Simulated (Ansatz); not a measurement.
```
CELL_PARAMETERS angstrom
-4.52649 4.52648 -0.01256
-4.52569 -0.01176 4.53448
0.01178 4.52570 4.53449
ATOMIC_POSITIONS crystal
N 0.76406 0.73512 0.76467
N 0.26406 0.76314 0.73665
N 0.74972 0.24830 0.74983
N 0.73344 0.76533 0.26686
N 0.23334 0.26543 0.76696
N 0.24973 0.74830 0.24984
N 0.76408 0.26314 0.23664
N 0.26407 0.23510 0.26468
Al 0.98845 0.48626 0.98777
Al 0.48853 0.98615 0.48771
Zr 0.00076 0.99632 0.00163
Zr 0.50074 0.00011 0.99782
Zr 0.00076 0.50009 0.49785
Zr 0.50074 0.49629 0.50165
Hf 0.99714 0.00022 0.50175
Hf 0.49715 0.50021 0.00176
```

Space group Cm; a generated structure, not necessarily the stable one.

The calculation used DFT PBE, scalar-relativistic, plane waves, PAW in Ansatz.

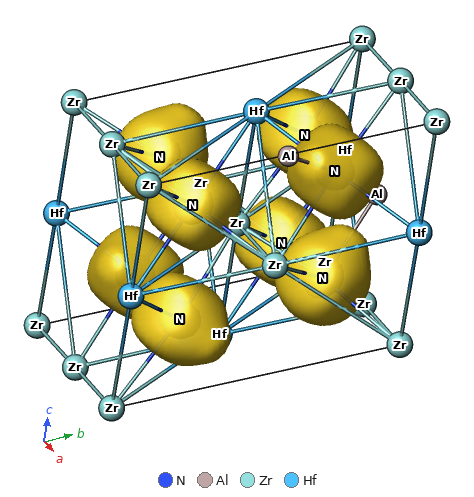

HfZr2AlN4. Isosurface of the electron localisation function at 0.65 (yellow), seen slightly off an axis. Only the valence region is drawn (cores and ρ < 0.01 e/Å³ removed). Sticks mark near contacts.

In a PAW calculation such maps are meaningful between the atoms, not at the nuclei.

### What do the ELF domains correspond to?

At this value the surface marks out six regions on N in which the atom's valence shell and bonds are merged and two regions wrapped around N (the valence shell of each), counted in one cell of 16 atoms. Regions shared between cells count once. Along the contacts the grid gives the following. Al–N (2.01 Å): the ELF peaks at about 0.80 in the valence shell of N, 0.7 Å from its nucleus, and is about 0.75 at the midpoint. Hf–N (2.25 Å): the ELF peaks at about 0.80 in the valence shell of N, 0.6 Å from its nucleus, and is about 0.15 at the midpoint (no shared electron pair shows on this line).
